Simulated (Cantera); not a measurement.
Input: 1 mol Si, 1.5 mol SF₆, 46 mol N₂, held at 44.0 mbar.

Method: chemical equilibrium by Gibbs-energy minimisation in Cantera with the NASA 1993 tables (ideal gas, pure condensed phases). Candidate condensed phases: S, Si, Si₃N₄; 29 gas species. The tables' values for S₂F₂ (SSF₂), SF₃ are old estimates; treat these amounts as uncertain. The numbers say what is thermodynamically allowed, not how fast it happens.

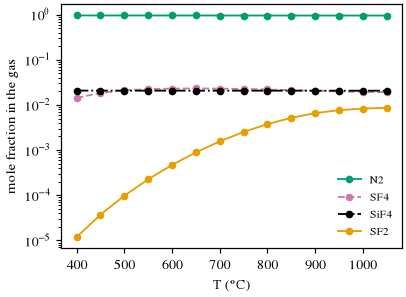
*Equilibrium gas composition (values under 1e-9 drawn at 1e-9)*

From 400 °C to 1050 °C nothing is condensed. The main Si-bearing gas is SiF₄ throughout.
